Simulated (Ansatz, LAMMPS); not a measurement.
## Electronic structure of ionic liquid ethylpyridinium Br- with water at 450 K (195 atoms)

What does DFT give for ionic liquid ethylpyridinium Br- with water at 450 K (195 atoms) as built?

Program: Ansatz 0.2.0. Level of theory: Kohn-Sham DFT, PBE+D3(BJ), PAW (set soft_2), plane waves. Results are calculated unless marked as measured.

## 1. Starting point

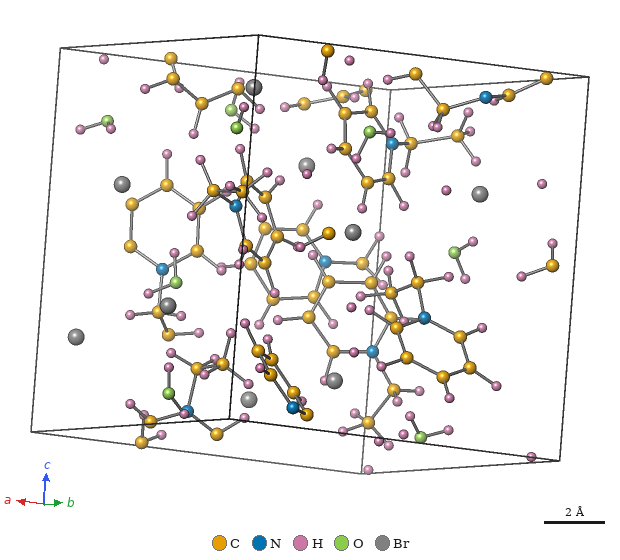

The starting structure, seen from a free direction (carbon orange, nitrogen blue, hydrogen pink, oxygen green, bromine grey). Bonds to atoms that aren't drawn are left out. Some periodic images of atoms are drawn too.

The cell holds 195 atoms: 63 C, 9 N, 106 H, 8 O and 9 Br. Its edges and angles: a = 12.890 Å, b = 12.890 Å, c = 12.890 Å, α = 90.0°, β = 90.0°, γ = 90.0°. 9 ethylpyridinium, 9 Br-, 8 H2O placed at random, at 1.42 g/cm³; overlaps pushed apart, then 10 ps at 700 K with Joung-Cheatham ions (J. Phys. Chem. B 112, 9020 (2008)); MMFF94 bonds, angles, torsions, charges and radii (Halgren, J. Comput. Chem. 17, 490 (1996)) in harmonic and 12-6 forms; SPC/E water (Berendsen, Grigera and Straatsma, J. Phys. Chem. 91, 6269 (1987)); charges of ions scaled by 0.8. Snapshot after 30 ps at 450 K and fixed volume.

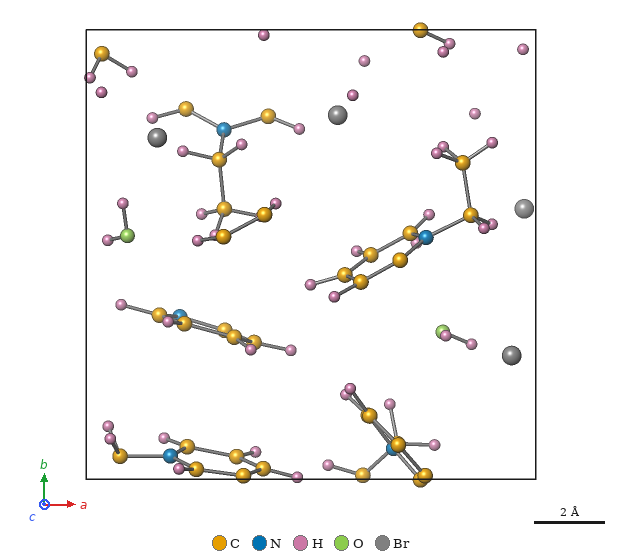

A slice 6 Å thick through the middle of the cell. Bonds to atoms that aren't drawn are left out.

What the set-up can't give: The network of contacts between molecules at the start is that of the classical potential that made the cell, and needn't be the one that DFT or experiment would give. The density was typed from a rule of thumb and may lie off the real one at this temperature. Only the Γ point is sampled, in a cell whose shortest periodic width is 13 Å.

## 2. Making the structure

A classical potential supplies the starting structure, since it reaches far longer times than DFT.

This step: classical MD, Joung-Cheatham ions (J. Phys. Chem. B 112, 9020 (2008)); MMFF94 bonds, angles, torsions, charges and radii (Halgren, J. Comput. Chem. 17, 490 (1996)) in harmonic and 12-6 forms; SPC/E water (Berendsen, Grigera and Straatsma, J. Phys. Chem. 91, 6269 (1987)); charges of ions scaled by 0.8 (LAMMPS 22 Jul 2025 - Update 4).

in.lmp

```
# ionic liquid ethylpyridinium Br- with water
units real
atom_style full
boundary p p p
bond_style harmonic
angle_style harmonic
dihedral_style opls
improper_style harmonic
special_bonds lj 0 0 0.5 coul 0 0 0.75
read_data data.lmp
neigh_modify delay 0 every 1 check yes one 4000
comm_modify cutoff 12.0
timestep 0.5
thermo_style custom step time temp pe press density
thermo_modify norm yes
# push overlapping molecules apart
pair_style soft 2.6
pair_coeff * * 0.0
variable a equal ramp(1,60)
fix ad all adapt 1 pair soft a * * v_a
velocity all create 700 408078 mom yes dist gaussian
fix lim all nve/limit 0.03
fix lan all langevin 700 700 50 408079 zero yes
thermo 1000
run 3000 post no
unfix ad
pair_style lj/cut/coul/long 9.0
pair_modify mix arithmetic tail yes
pair_coeff 1 1 0.0678 3.3680   # C
pair_coeff 2 2 0.0721 3.1460   # N
pair_coeff 3 3 0.0678 3.5860   # C
pair_coeff 4 4 0.0216 2.5400   # H
pair_coeff 5 5 0.1553 3.1660   # O
pair_coeff 6 6 0.0000 1.0000   # H
# [... 20 lines left out ...]
compute msd all msd com yes
thermo 7500
fix md all nvt temp 450 450 100
run 30000 post no
print "== T450: mean square displacement over the hold $(c_msd[4]:%.2f) A^2"
unfix md
uncompute msd
write_dump all custom T450.dump id type xs ys zs modify sort id
```

Launch:

```bash
lmp -in in.lmp -log none -nocite
```

Numbers of over 12 decimals in the logs are rounded to 6 here.

Output:

```text
LAMMPS (22 Jul 2025 - Update 4)
Reading data file ...
  orthogonal box = (0 0 0) to (12.89026 12.89026 12.89026)
  195 atoms
  orthogonal box = (0 0 0) to (12.89026 12.89026 12.89026)
  178 bonds
  278 angles
  297 dihedrals
  54 impropers
   Step          Time           Temp          PotEng         Press         Density
         0   0              700            0.12325506    -9010.4173      1.4239994
      1000   500            592.8614       1.7311652      11133.081      1.4239994
      2000   1000           581.68243      1.7154872      18535.79       1.4239994
      3000   1500           529.72881      2.0041463      26719.132      1.4239994
Loop time of 0.39574 s on 1 MPI rank(s) for 3000 steps with 195 atoms
PPPM initialization ...
  G vector (1/distance) = 0.27269406
  grid = 6 6 6
  estimated relative force accuracy = 6.2023073e-05
   Step          Time           Temp          PotEng         Press         Density
[... 14 lines left out ...]
      2000   1000           569.04691     -1.2181569      26969.033      1.4239994
Loop time of 1.34856 s on 1 MPI rank(s) for 2000 steps with 195 atoms
   Step          Time           Temp          PotEng         Press         Density
      2000   1000           593.52204     -1.2676217      25658.297      1.4239994
[... 5 lines left out ...]
Loop time of 7.41589 s on 1 MPI rank(s) for 10000 steps with 195 atoms
   Step          Time           Temp          PotEng         Press         Density
[... 4 lines left out ...]
Loop time of 3.78557 s on 1 MPI rank(s) for 5000 steps with 195 atoms
   Step          Time           Temp          PotEng         Press         Density
[... 2 lines left out ...]
     30000   29000          449.37758     -1.7044787      13524.49       1.4239994
     37500   36500          417.07092     -1.6385983      18837.617      1.4239994
     45000   44000          542.34228     -1.6737321      19739.908      1.4239994
     47000   46000          453.3704      -1.7821167      16915.159      1.4239994
Loop time of 27.0887 s on 1 MPI rank(s) for 30000 steps with 195 atoms
== T450: mean square displacement over the hold 4.52 A^2
```

Run time: 41 s. Hardware: 1 thread of Intel Xeon Platinum 8488C (Sapphire Rapids), shared host; peak memory 0.13 GiB.

The input also reads data.lmp (atoms, bonds and types; not printed here).

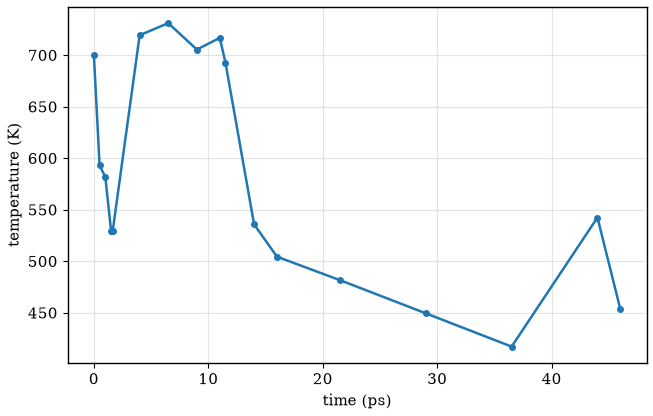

Temperature, plotted against time.

## 3. Plane-wave single point

One self-consistent run at the given positions yields energy and forces.

input.yaml

```yaml
crystal:
  lattice:
    - [12.89026, 0.0, 0.0]
    - [0.0, 12.89026, 0.0]
    - [0.0, 0.0, 12.89026]
  atoms:
    - { symbol: C, position: [0.7158, 0.08442, 0.00077] }
    - { symbol: C, position: [0.78229, 0.98869, 0.98268] }
    - { symbol: "N", position: [0.75913, 0.91133, 0.05839] }
    - { symbol: C, position: [0.82509, 0.89704, 0.13724] }
    - { symbol: C, position: [0.82207, 0.81972, 0.20218] }
    - { symbol: C, position: [0.73924, 0.75194, 0.19129] }
    - { symbol: C, position: [0.67185, 0.76125, 0.11248] }
    - { symbol: C, position: [0.67889, 0.84916, 0.05123] }
    - { symbol: H, position: [0.64257, 0.05823, 0.02969] }
    - { symbol: H, position: [0.70691, 0.12359, 0.92384] }
    - { symbol: H, position: [0.74402, 0.13359, 0.06768] }
    - { symbol: H, position: [0.76774, 0.94983, 0.90946] }
    - { symbol: H, position: [0.86875, 0.00328, 0.98488] }
    - { symbol: H, position: [0.88887, 0.94918, 0.1463] }
    - { symbol: H, position: [0.86445, 0.81347, 0.27008] }
    - { symbol: H, position: [0.72127, 0.69278, 0.24831] }
    - { symbol: H, position: [0.61157, 0.70372, 0.09826] }
    - { symbol: H, position: [0.63353, 0.8511, 0.9786] }
    - { symbol: C, position: [0.17161, 0.30582, 0.10418] }
    - { symbol: C, position: [0.14975, 0.38542, 0.18858] }
    - { symbol: "N", position: [0.20806, 0.3617, 0.28315] }
    - { symbol: C, position: [0.16271, 0.36511, 0.37539] }
    - { symbol: C, position: [0.2182, 0.34605, 0.46199] }
    - { symbol: C, position: [0.32896, 0.31613, 0.45333] }
    - { symbol: C, position: [0.37311, 0.30421, 0.35716] }
    - { symbol: C, position: [0.30798, 0.33134, 0.27332] }
    - { symbol: H, position: [0.10802, 0.31049, 0.05155] }
    - { symbol: H, position: [0.16809, 0.22771, 0.13173] }
    - { symbol: H, position: [0.24746, 0.30825, 0.07294] }
    - { symbol: H, position: [0.18029, 0.4599, 0.1532] }
    - { symbol: H, position: [0.06574, 0.37334, 0.19583] }
    - { symbol: H, position: [0.07748, 0.38835, 0.37983] }
    [... 157 atom lines left out ...]
    - { symbol: Br, position: [0.82415, 0.69924, 0.89291] }
    - { symbol: Br, position: [0.9742, 0.60182, 0.3109] }
    - { symbol: Br, position: [0.9462, 0.27528, 0.6413] }
    - { symbol: Br, position: [0.97297, 0.1464, 0.2453] }
    - { symbol: Br, position: [0.3765, 0.24077, 0.75292] }
    - { symbol: Br, position: [0.43774, 0.56776, 0.17536] }
kpoints:
  mp_grid: { grid: [1, 1, 1] }
hamiltonian:
  xc: pbe
  dispersion: d3bj
scf:
  occupations: { method: fermi_dirac, width: 0.05 }
output:
  forces: true
  stress: true
  populations: intrinsic
  dos:
    method: { smearing: { sigma: 0.15 } }
    de: 0.1
    projected: { site_lists: { Br: [Br], C: [C], H: [H], "N": ["N"], O: [O] } }
  eigenvalues: true
  write_density: true
  write_potential: true
  volumetric_format: npy
```

Launch:

```bash
ansatz run input.yaml --threads 8 --pin off --max-ram 15872MiB --backend cpu --events-out ev --progress --plain --runs-dir out
```

Output:

```text
Engine: ansatz 0.2.0, x86_64-unknown-linux-gnu
Pseudopotentials: kind: paw
Pseudopotential: C, paw, valence charge 4, recommended cutoff 420 eV (normal), C.paw.azcp
Pseudopotential: N, paw, valence charge 5, recommended cutoff 420 eV (normal), N.paw.azcp
Pseudopotential: H, paw, valence charge 1, recommended cutoff 420 eV (normal), H.paw.azcp
Pseudopotential: O, paw, valence charge 6, recommended cutoff 420 eV (normal), O.paw.azcp
Pseudopotential: Br, paw, valence charge 7, recommended cutoff 420 eV (normal), Br.paw.azcp
[... 5 lines on functional and potentials left out ...]
Crystal: 195 atoms, lattice volume = 2141.830 Å³
Basis set: ecut = 420 eV, 41851 PW (Γ), exchange–correlation on 180×180×180 points (8 copies of the dense FFT grid, shifted against one another)
Bands: 452, of which v1, the nominal top of the filled ones, is band 257 counted from 1 (256 counted from 0)
Symmetry: 1 space group operations
Space group: P1 (ITA 1), of the structure as read, at distance tolerance 1.3e-4 Å
k-points: 1
[... 11 lines on functional and potentials left out ...]
Initial density: superposition of atomic densities (neutral atoms: chi_scale 0, normalization atom), corrected by the library's trained network
Initial wavefunctions: pseudopotential atomic-orbital guess
Functional: x = pbe(κ = 0.804, μ = 0.219515), c = pbe(β = 0.066725)
SCF iter   1: F=—  HF=-50559.581076 eV  |F-HF|=—  |Δ(HF+E_count)|=         —  Δρ=5.64e-3  dr2=1.83e0  ethr=1.77e-3  ⟨swp⟩=6.0  Hψ=2151  notcnv=0  defer=94
preconditioner: auto → Resta (q_TF=auto, 2.151 Å⁻¹)  ε∞=2.4  [insulator: Δε(μ)=2.209 eV  Ē_g=14.864 eV  σ=0.050 eV  W_gap=1.00  n_scr=364 (ndim 8)  ℏωp=17.8 eV  f_vac=0.147  D(μ)=0.00/eV (n_scr^D=0)  ε∞_Penn≈2.4]
SCF iter   2: F=—  HF=-50559.057411 eV  |F-HF|=—  |Δ(HF+E_count)|=   5.24e-1  Δρ=2.80e-3  dr2=2.95e-1  ethr=3.55e-4  ⟨swp⟩=3.0  Hψ=787  notcnv=0  defer=184
SCF iter   3: F=—  HF=-50558.968041 eV  |F-HF|=—  |Δ(HF+E_count)|=   8.94e-2  Δρ=1.29e-3  dr2=6.05e-2  ethr=5.74e-5  ⟨swp⟩=2.0  Hψ=482  notcnv=0  defer=184
SCF iter   4: F=—  HF=-50558.954680 eV  |F-HF|=—  |Δ(HF+E_count)|=   1.34e-2  Δρ=6.13e-4  dr2=1.00e-2  ethr=1.18e-5  ⟨swp⟩=2.0  Hψ=794  notcnv=0  defer=177
SCF iter   5: F=—  HF=-50558.953700 eV  |F-HF|=—  |Δ(HF+E_count)|=   9.80e-4  Δρ=2.09e-4  dr2=1.02e-3  ethr=1.95e-6  ⟨swp⟩=2.0  Hψ=531  notcnv=0  defer=177
SCF iter   6: F=—  HF=-50558.953952 eV  |F-HF|=—  |Δ(HF+E_count)|=   2.52e-4  Δρ=8.72e-5  dr2=1.87e-4  ethr=1.99e-7  ⟨swp⟩=2.0  Hψ=531  notcnv=0  defer=177
SCF iter   7: F=—  HF=-50558.953992 eV  |F-HF|=—  |Δ(HF+E_count)|=   3.96e-5  Δρ=2.56e-5  dr2=1.47e-5  ethr=3.63e-8  ⟨swp⟩=2.0  Hψ=531  notcnv=0  defer=177
SCF iter   8: F=—  HF=-50558.954125 eV  |F-HF|=—  |Δ(HF+E_count)|=   1.33e-4  Δρ=1.08e-5  dr2=2.57e-6  ethr=2.85e-9  ⟨swp⟩=2.0  Hψ=531  notcnv=0  defer=177
SCF iter   9: F=—  HF=-50558.954127 eV  |F-HF|=—  |Δ(HF+E_count)|=   1.77e-6  Δρ=3.75e-6  dr2=3.30e-7  ethr=5.01e-10  ⟨swp⟩=2.0  Hψ=530  notcnv=0  defer=177
SCF iter  10: F=-50558.954127 eV  HF=-50558.954127 eV  |F-HF|=2.93e-8  |Δ(HF+E_count)|=   1.95e-7  Δρ=1.35e-6  dr2=4.41e-8  ethr=1.95e-11  ⟨swp⟩=21.0  Hψ=4177  notcnv=0
SCF 1 converged in 10 iterations: F = -50558.954127 eV  dr2 = 4.41e-8
  greatest PAW one-centre occupation: 0.914 electrons in one spin orbital (limit 2), on the Br atom at site 186 (counted from 0), in its partial waves of l = 0
SCF converged after 10 iterations
Free energy (F): -50558.954127 eV
Harris-Foulkes:  -50558.954127 eV  (|F-HF|=2.93e-8)
Internal energy: -50558.954122 eV  (E = F + TS)
E sigma→0 (E₀):  -50558.954124 eV
Entropy (-TS):   -0.000005 eV (-0.000 meV/atom)
Fermi energy:    1.317711 eV
--- Per-component energies (eV) ---
  E_band       = -3771.688674
  E_kinetic    = 10982.000510
  E_local      = -31958.990990  (includes V_loc(G=0)·N_el)
  E_nonlocal   = 3345.238091
  E_hartree    = 11125.912447
  E_xc         = -7466.682986
  E_vxc        = -7312.258136  (∫ρ·V_xc dr)
  E_paw        = -28960.792070  (= ΣΔE_a)
  E_vpaw       = -1079.384287  (= ΣTr[D̂ρ^β])
  E_aug_tail   = -0.120965  (compensation charges beyond the density's cutoff)
  E_ewald      = -7613.190786
  E_disp       = -12.327373  (pairwise vdW)
  E_smearing   = -0.000005  (= −TS)
  E_closure    = -0.000000  (closes the sum)
  Σ components = -50558.954127   (vs F -50558.954127, Δ=0.00e0)
--- Forces (eV/Å), atoms counted from 1 ---
  atom   1  C      0.99256260     0.49631037    -0.10496507
  atom   2  C      1.14360136     0.93956951    -0.51576632
  atom   3  N      0.68595774    -0.16028257     1.37518710
  atom   4  C      2.13352161     2.65756552    -1.26781283
  atom   5  C     -2.52672714    -2.50561424     1.45609970
  atom   6  C      0.09886813    -1.26395416     1.83210428
  atom   7  C     -1.43599065     0.51791794    -0.92557442
  atom   8  C     -1.18250741    -1.92902761    -2.55163965
  atom   9  H     -0.99235329    -0.20714911    -0.07226188
  atom  10  H      0.05072439    -0.02096104     1.18129449
  atom  11  H      0.15784901    -0.30014959    -1.07322788
  atom  12  H     -0.22535066     0.16068462    -0.55885647
  atom  13  H     -1.19410199     0.01016416     0.02003275
  atom  14  H      0.37596876     1.04545594    -0.32569076
[...]
atom 194  Br     0.12809356     0.04440151    -0.10201636
  atom 195  Br     0.16027261    -0.06185573    -0.17392528
  max |Σ_I F_I| component: 7.15e-5 eV/Å
--- Stress (GPa, compression-positive) ---
        1.214552       0.561103      -0.345236
        0.561104       1.115344      -0.148440
       -0.345237      -0.148440       1.978146
  P = ⅓ Tr σ = 1.4360 GPa (14.360 kbar)
--- Band table (eV) ---
  k-point 0: bands = ["-21.0608", "-21.0085", "-20.9792", "-20.8454", [... 436 levels ...], "11.0833", "11.0886", "11.1084", "11.1449", "11.1877", "11.2029", "11.2425", "11.2610", "11.3166", "11.3182", "11.3490", "11.3770"]
--- intrinsic populations: 195 sites ---
  site symbol       q [e]
     0      C      4.4906
     1      C      4.2019
     2      N      4.9312
[...]
194     Br      7.7923
  spilling = -0.000000 (of n_electrons = 514.000000)
```

It took 13 s on 8 threads of Intel Xeon Platinum 8488C (Sapphire Rapids), shared host; peak memory 3.1 GiB.

Numbers from this run:

* free energy: -50558.9541 eV
* free energy per atom: -259.2767 eV/atom
* SCF cycles: 10
* pressure: 1.436 GPa
* r.m.s. force component: 1.026 eV/Å
* longest force: 4.541 eV/Å
* Fermi energy: 1.318 eV
* gap (highest filled to lowest empty level): 1.384 eV

Neighbours are counted within 1.34 Å (H-C), 1.21 Å (H-O), 1.85 Å (C-C), 1.79 Å (C-N).

Length of the force by element and coordination:

| element | coordination | atoms | mean length of the force (eV/Å) | spread | least | most |
| --- | --- | --- | --- | --- | --- | --- |
| Br | all | 9 | 0.241 | 0.092 | 0.104 | 0.412 |
| C | all | 63 | 2.31 | 0.886 | 0.472 | 4.54 |
| C | 3 | 45 | 2.37 | 0.863 | 0.773 | 4.54 |
| C | 4 | 18 | 2.14 | 0.920 | 0.472 | 3.62 |
| H | all | 106 | 1.19 | 0.609 | 0.281 | 3.19 |
| N | all | 9 | 1.81 | 0.909 | 0.820 | 3.23 |
| O | all | 8 | 0.611 | 0.331 | 0.224 | 1.26 |

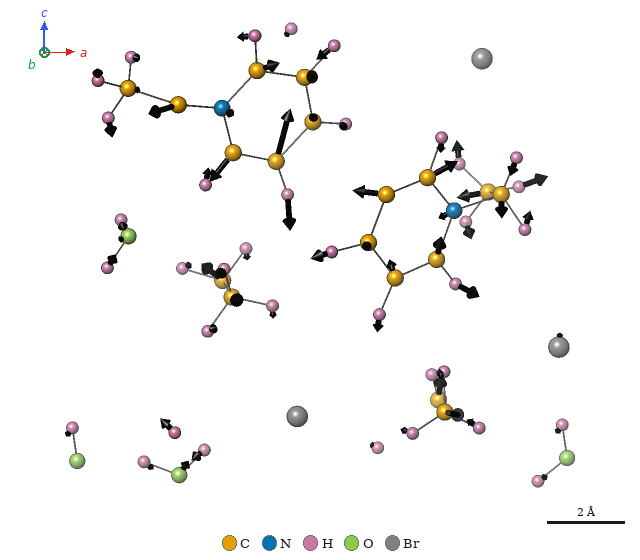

Forces as arrows; the longest in the cell is 4.54 eV/Å. Drawn is a slice 4 Å thick, seen along the normal of the ac plane. Bonds to atoms that aren't drawn are left out.

Intrinsic-atomic-orbital charges by element and coordination:

| element | coordination | atoms | mean charge (e) | spread | least | most |
| --- | --- | --- | --- | --- | --- | --- |
| Br | all | 9 | -0.760 | 0.0374 | -0.808 | -0.674 |
| C | all | 63 | -0.179 | 0.153 | -0.569 | -0.0094 |
| C | 3 | 45 | -0.104 | 0.0595 | -0.185 | -0.0094 |
| C | 4 | 18 | -0.366 | 0.154 | -0.569 | -0.190 |
| H | all | 106 | 0.227 | 0.0591 | 0.163 | 0.381 |
| N | all | 9 | 0.0563 | 0.007 | 0.0434 | 0.0688 |
| O | all | 8 | -0.806 | 0.0134 | -0.834 | -0.783 |

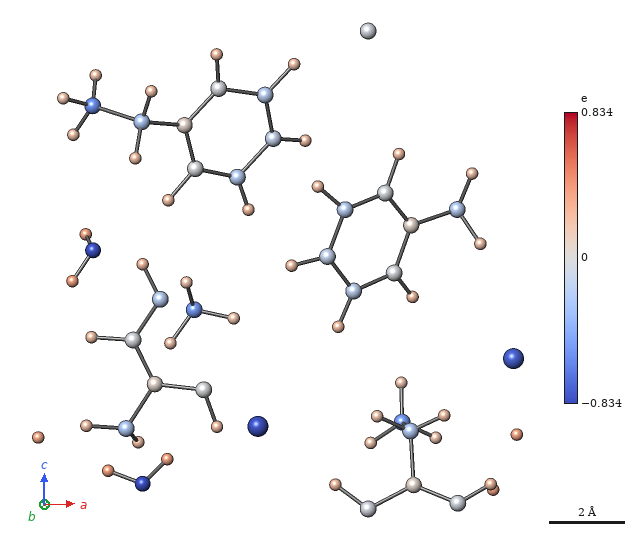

Atoms coloured by intrinsic-atomic-orbital charge. Drawn is a slice 4 Å thick, seen along the normal of the ac plane. Bonds to atoms that aren't drawn are left out.

Density of states as counts of states in windows of 1 eV (from the Fermi level), total and the larger projections:

| from (eV) | to (eV) | total | C p | H s | Br p | O p | N p |
| --- | --- | --- | --- | --- | --- | --- | --- |
| -10 | -9 | 29.7 | 19.1 | 4.8 | 0.0 | 0.1 | 2.4 |
| -9 | -8 | 45.9 | 18.4 | 11.1 | 0.1 | 7.0 | 4.9 |
| -8 | -7 | 46.9 | 25.6 | 9.9 | 0.1 | 3.6 | 5.5 |
| -7 | -6 | 25.5 | 17.7 | 6.3 | 0.0 | 0.2 | 0.7 |
| -6 | -5 | 56.3 | 37.8 | 14.0 | 0.1 | 0.9 | 2.3 |
| -5 | -4 | 42.4 | 19.9 | 9.5 | 0.4 | 8.7 | 2.1 |
| -4 | -3 | 33.3 | 24.0 | 2.3 | 0.3 | 3.8 | 2.1 |
| -3 | -2 | 15.8 | 0.7 | 0.1 | 0.4 | 14.4 | 0.0 |
| -2 | -1 | 41.4 | 0.9 | 0.5 | 38.2 | 1.2 | 0.1 |
| -1 | 0 | 12.8 | 0.2 | 0.1 | 12.1 | 0.3 | 0.0 |
| 0 | 1 | 10.9 | 7.8 | 0.2 | 0.2 | 0.0 | 2.4 |
| 1 | 2 | 22.4 | 19.2 | 0.3 | 0.2 | 0.0 | 1.6 |
| 2 | 3 | 2.8 | 2.5 | 0.1 | 0.0 | 0.0 | 0.0 |
| 3 | 4 | 8.5 | 1.0 | 3.9 | 0.1 | 0.1 | 0.0 |
| 4 | 5 | 37.5 | 8.8 | 12.3 | 0.4 | 0.4 | 0.5 |

Between -23 and -10 eV lie 164 more states.

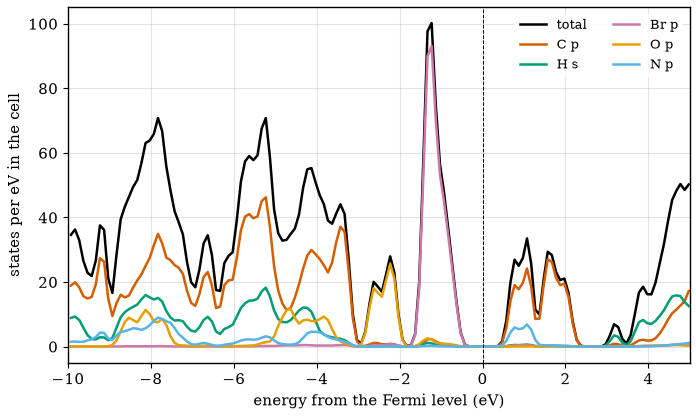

Total and projected density of states, with the broadening of the input.

The levels nearest the highest filled one (over half full), pooled over k-points and spins:

| level less the highest filled one (eV) | occupation |
| --- | --- |
| -0.258 | 2 |
| -0.196 | 2 |
| -0.191 | 2 |
| -0.134 | 2 |
| -0.007 | 2 |
| 0 | 2 |
| 1.38 | 0 |
| 1.44 | 0 |
| 1.49 | 0 |
| 1.54 | 0 |
| 1.69 | 0 |
| 1.78 | 0 |

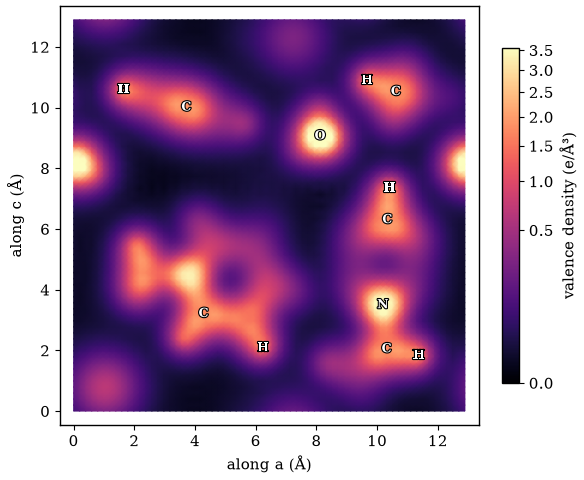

Valence density in the ac plane at fractional y = 0.072, with atoms of C and H and N and O within 0.2 Å of it. It is the smooth field of the valence electrons, not physical close to the nuclei. The map starts off the cell's origin, so that atoms lie inside it. The colour scale is stretched toward low values.

[end of part 1 of 2]

[Logs are printed without paths, hosts, clocks, repeated set-up lines and the standing remarks that a program may print on its own settings, such as how far it seeks lower states.]

[Hosts, paths, dates, database ids (printed as entryN), source tags and the programs' standing remarks are cut or masked in the printed files.]

[The MMFF94 radii named for the starting cell were scaled by 0.96; in molecules described by MMFF94, hydrogen bound to N, O or S took a small fixed 12-6 site in their place.]
